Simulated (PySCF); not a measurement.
SMILES C[SiH2]C#C[Si](F)(F)F at its CAM-B3LYP/def2-SVP optimised geometry (Å):

```
13

Si    -0.5565    -0.7600     0.0000
F     -1.0390    -1.4196    -1.3686
F      1.0378    -0.7600     0.0000
F     -1.0378     0.7600     0.0000
C     -1.2082    -1.6444     1.4204
C     -1.6551    -2.2377     2.3847
Si    -2.3316    -3.1214     3.8691
C     -1.7257    -2.2904     5.4304
H     -3.8137    -3.0787     3.7662
H     -1.8753    -4.5335     3.7869
H     -2.1263    -2.8095     6.3145
H     -2.0534    -1.2413     5.4706
H     -0.6276    -2.3119     5.4880
```

Computed with CAM-B3LYP/def2-TZVP (PySCF). Cells within 0.4 Å of a nucleus heavier than hydrogen are left out (blank, or x).

Map of the LUMO amplitude (bohr^(-3/2)) on the plane z = 0.0 Å; orbital energy -0.17 eV, overall sign arbitrary:

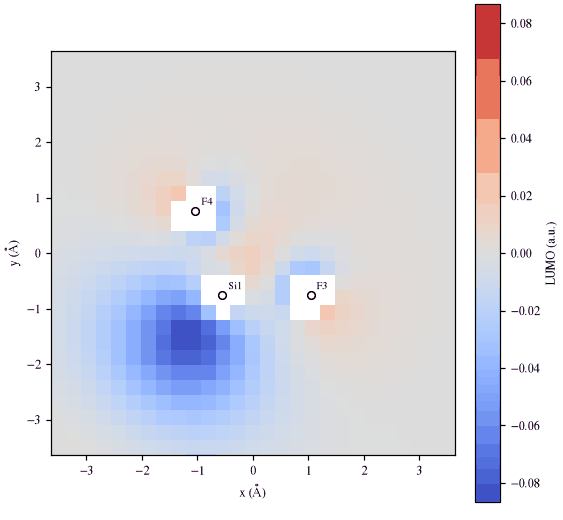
Figure. LUMO amplitude (bohr^(-3/2)) on the plane z = 0.0 Å.
